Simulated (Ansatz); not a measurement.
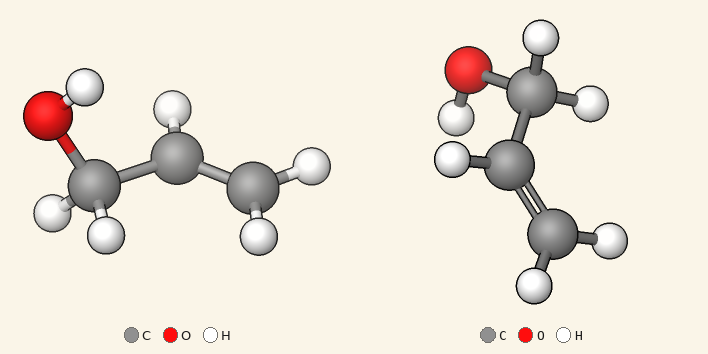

Two views of one molecule.

**Count the atoms of each element.**

C₃H₆O, 10 atoms: 3 carbon, 6 hydrogen and 1 oxygen.

**How many sets of symmetry-equivalent atoms are there?**

10: 1 C, 1 C, 1 C, 1 O, 1 H, 1 H, 1 H, 1 H, 1 H, 1 H.

The parts below concern this one geometry. Atoms keep their numbers from picture to picture. The geometry was computed by an optimisation with PBE0-D4/def2-TZVP.

**Shape**

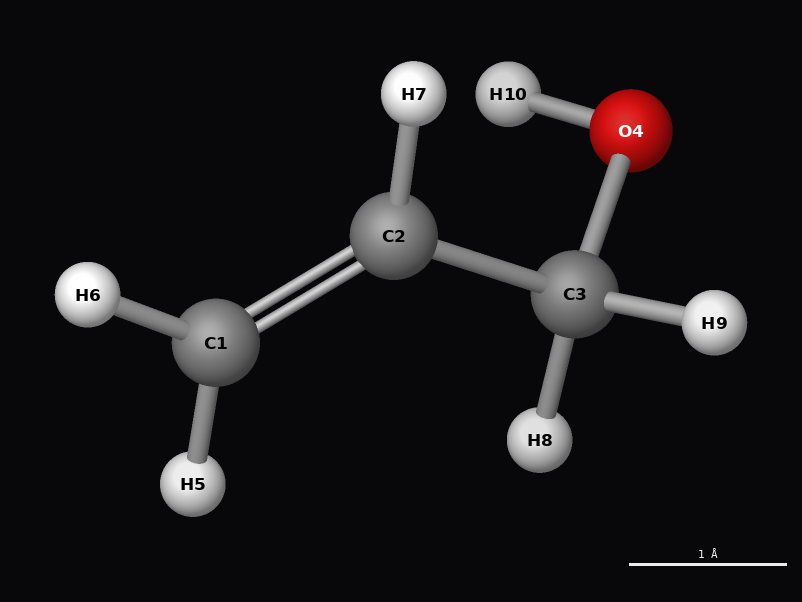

Numbered structure.

Give these bond angles: C2–C1–H5, C2–C1–H6, C1–C2–C3, C1–C2–H7, C3–C2–H7, C2–C3–O4, C2–C3–H8, C2–C3–H9, O4–C3–H8, O4–C3–H9, C3–O4–H10.

| angle | degrees |
| --- | --- |
| C2–C1–H5 | 121.2 |
| C2–C1–H6 | 121.9 |
| C1–C2–C3 | 124.1 |
| C1–C2–H7 | 120.2 |
| C3–C2–H7 | 115.7 |
| C2–C3–O4 | 112.1 |
| C2–C3–H8 | 109.9 |
| C2–C3–H9 | 110.3 |
| O4–C3–H8 | 111.5 |
| O4–C3–H9 | 105.3 |
| C3–O4–H10 | 107.6 |

**Vibrations**

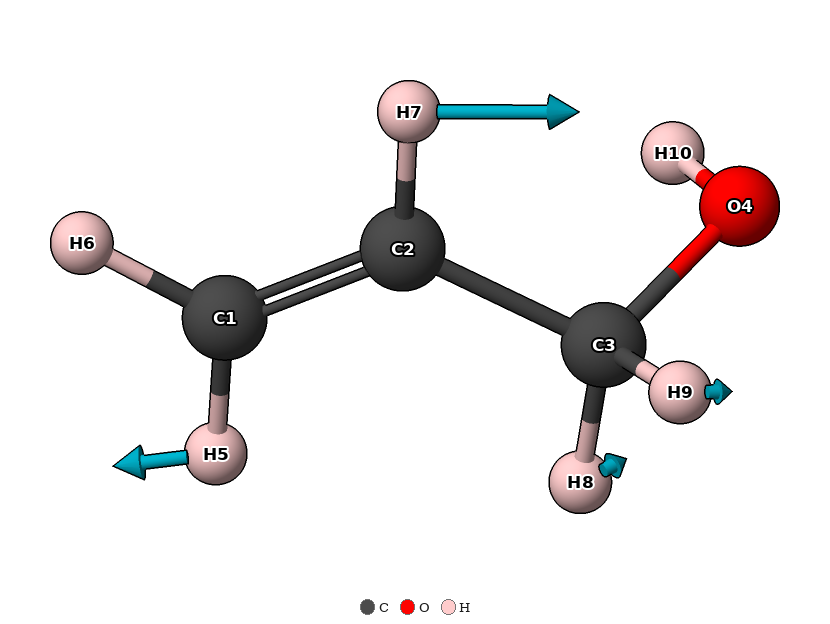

The arrows show one normal mode. Harmonic vibrations computed with RKS PBE0-D4/def2-TZVP (Ansatz 0.2.0) at a stationary point of the same level.

**Describe the motion.**

Mostly C–C–H bending.

**Estimate its harmonic wavenumber.**

1311 cm⁻¹; it is mode 13 of 24 counted from the lowest.

**Thermal motion**

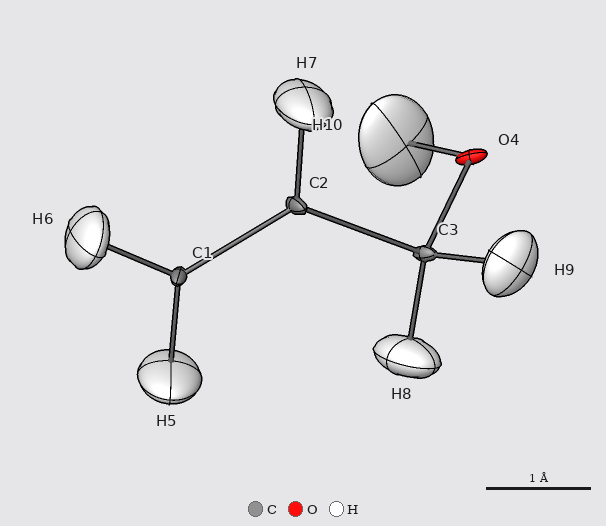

Displacement ellipsoids at the 50 % level, enlarged 1.5 times, from the internal vibrations of the free molecule (harmonic, no overall translation or rotation; no half-axis is drawn under 0.075 Å). Vibrations computed with RKS PBE0-D4/def2-TZVP (Ansatz 0.2.0). Temperature: 200 K.

**Which atom has the largest mean-square displacement?**

H10, with U_eq = 0.0287 Å².

**Does H5 move more along its bond or across it?**

Across it: the root-mean-square amplitude is 0.073 Å along the bond and up to 0.226 Å across, since bending and torsion are softer than stretching.

Give the displacement parameters, one line for each set of equivalent atoms.

| atom | U_eq (Å²) | rms amplitudes (Å) |
| --- | --- | --- |
| C1 | 0.0027 | 0.023, 0.034, 0.080 |
| C2 | 0.0028 | 0.031, 0.039, 0.076 |
| C3 | 0.0020 | 0.032, 0.035, 0.062 |
| O4 | 0.0021 | 0.024, 0.033, 0.069 |
| H5 | 0.0247 | 0.073, 0.133, 0.226 |
| H6 | 0.0173 | 0.080, 0.127, 0.171 |
| H7 | 0.0221 | 0.079, 0.118, 0.214 |
| H8 | 0.0157 | 0.080, 0.121, 0.161 |
| H9 | 0.0146 | 0.084, 0.118, 0.150 |
| H10 | 0.0287 | 0.074, 0.169, 0.228 |

**Electronic properties**

Level of theory: RKS BHLYP-D4/def2-TZVPP (Ansatz 0.2.0).

**Give the LUMO energy (Kohn–Sham orbital) at this level.**

1.01 eV.

**What is the HOMO energy (Kohn–Sham orbital)?**

−8.80 eV.

**Give the dispersion correction at this level.**

−14.8 kJ/mol.
